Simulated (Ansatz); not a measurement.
**Effect of H interstitial (started 2.47 Å from the nearest host atom), symmetric start on InSe**

Consider an 8-atom supercell of InSe in the beta-GaS type structure (space group P6_3/mmc, No. 194; a = 3.9529 Å, c = 16.3089 Å; layered, stacked along the Cartesian z axis) at its relaxed geometry.

Now apply this change: a neutral H interstitial (started 2.47 Å from the nearest host atom), symmetric start, atoms relaxed at fixed cell.

Method: PBEsol-D3(BJ) in Ansatz (plane waves to 420 eV, PAW, spin-orbit coupling left out). Γ-centred 7×7×7 mesh, Fermi–Dirac width 0.01 eV.

- Pressure = -0.6 GPa (base 0.0 GPa)
- Largest displacement of a host atom from its site in the perfect cell = 0.05 Å

Final structure:

```xyz
9
Lattice="3.9529 0.0000 0.0000 -1.9765 3.4233 0.0000 -1.9765 -3.4233 16.3089" Properties=species:S:1:pos:R:3 pbc="T T T"
In     1.9675    -1.1463    10.8577
In     2.0002     1.1548     2.6663
In    -1.9528     1.1548     5.4881
In    -1.9855    -1.1463    13.6056
Se    -0.0064     2.2785     1.3654
Se    -1.9850     1.1362     9.5657
Se    -0.0086    -2.2872    14.8976
Se     1.9701    -1.1448     6.7890
H     -0.4935    -0.2849     4.0772
```

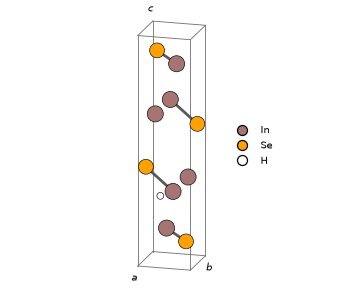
Figure. The relaxed cell after the change

Other magnetic orders, which the real material may have, were not ruled out. In so small a cell the defect repeats every few ångströms: this is an ordered compound, not a dilute defect. A case with no gap was solved on a k-mesh chosen for an insulator, which is coarse for it. The defect started on the symmetric site and kept its symmetry, so it may sit on a saddle. Starting moments died away, wholly or in part, for H interstitial (started 2.47 Å from the nearest host atom); another magnetic solution may exist. The defect cell is spin-polarised and ends with 0.0 μB.

Ansatz is a quantum-chemistry and plane-wave program.
